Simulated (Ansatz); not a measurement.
## Ligand exchange: GeH3Cl + C2H3I → GeH3I + C2H3Cl

Species: GeH3Cl (chlorogermane) `[Cl][GeH3]`, singlet; C2H3I (vinyl iodide) `C=CI`, singlet; GeH3I `[GeH3][I]`, singlet; C2H3Cl `C=CCl`, singlet. The partners trade Cl for I: Ge–Cl and C–I bonds give way to Ge–I and C–Cl.

Shapes, held fixed at every level: PBE0-D4/def2-TZVP. Programs: Ansatz 0.2.0. The zero-point and thermal change to 298 K, harmonic and unscaled (PBE0-D4/def2-TZVP), is +0.9 kJ/mol.

| level | kind | ΔH(298 K) (kJ/mol) | less CCSD(T)/def2-TZVPP | CPU time (sum over the molecules) |
| --- | --- | --- | --- | --- |
| PBE-D4/def2-TZVPP | GGA | -5.1 | -9.6 | 12 s |
| B3LYP-D4/def2-TZVPP | global hybrid | -1.4 | -5.9 | 17 s |
| BHLYP-D4/def2-TZVPP | global hybrid | -2.8 | -7.3 | 17 s |
| wB97M-V/def2-TZVPP | range-separated hybrid | -1.9 | -6.4 | 51 s |
| wB97X-V/def2-TZVPP | range-separated hybrid | -2.1 | -6.6 | 34 s |
| B2PLYP/def2-TZVPP | double hybrid | +0.6 | -3.9 | 29 s |
| CCSD(T)/def2-TZVPP | coupled cluster or CI | +4.5 | 0.0 | 2.5 min |

The highest level, CCSD(T)/def2-TZVPP, gives ΔH(298 K) = +4.5 kJ/mol; the levels span -5.1 to +4.5. They disagree on the sign: 2 of 7 are positive. The column of differences is taken from that level and isn't an error. No measured value is set beside it here. For atoms past krypton def2 sets carry core potentials with scalar relativity. Relativity is left out for Ge. Outer-core shells of Ge, I are correlated, in sets that cover them unevenly. CCSD(T)/def2-TZVPP lies outside the range of all other levels here, so it shouldn't be taken on trust. Times are processor times on shared x86 and Arm servers, and rough.

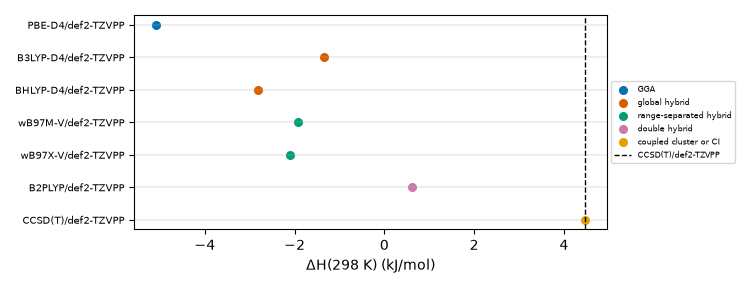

The values of the table, level by level.
